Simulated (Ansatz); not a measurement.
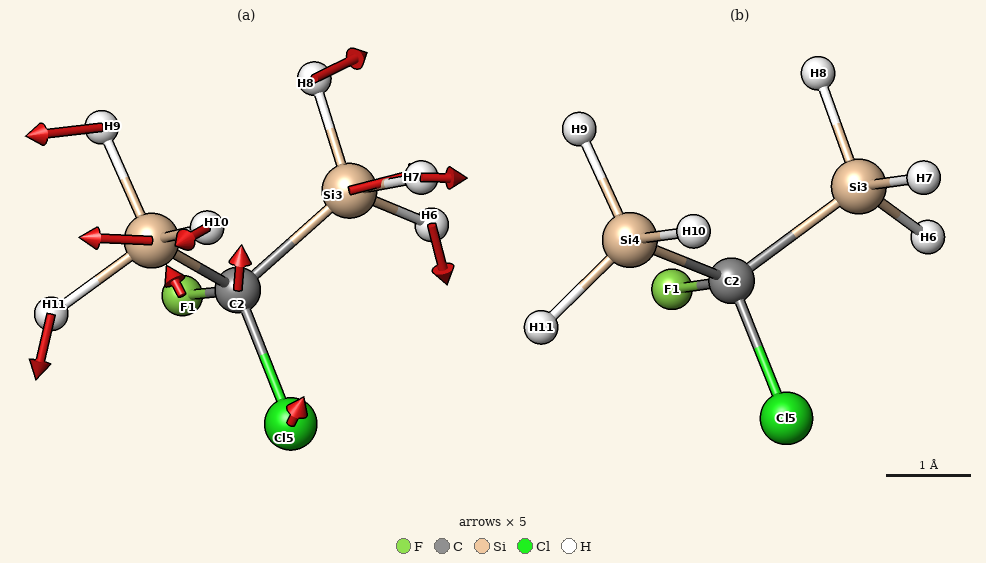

The structure of CH$_{6}$ClFSi$_{2}$ (coarse preliminary run) before (left) and after (right) a relaxation, at one scale. The red arrows give the displacements, 5 times their true length.

The picture is a ball-and-stick view, seen at a tilt.

The start comes from a force field.

Method: Ansatz, RKS PBE-D4/def2-SVP. Settings: force threshold 0.03 eV/Å; at most 200 steps.

**Describe what moved and what it gained.**

The largest move after the best rigid fit is that of H9, 0.21 Å. By element the largest moves are H 0.21 Å, Si 0.21 Å, C 0.12 Å, Cl 0.09 Å, F 0.09 Å. Among the contacts that change: Si3–Si4 2.923 → 3.302 Å, C2–Si3 1.808 → 1.927 Å, C2–Si4 1.828 → 1.927 Å, F1–C2 1.306 → 1.393 Å. Among the angles between lasting bonds that change: Si3–C2–Si4 107.0° → 117.9°, H6–Si3–H7 104.0° → 111.2°, C2–Si4–H10 115.7° → 108.7°. Over 5 geometry steps the energy falls by 16.3 kcal/mol. The largest force component goes from 3.7 to 0.0063 eV/Å. The run took 4 s on 4 threads of AMD EPYC 9R45 96-Core (shared host).
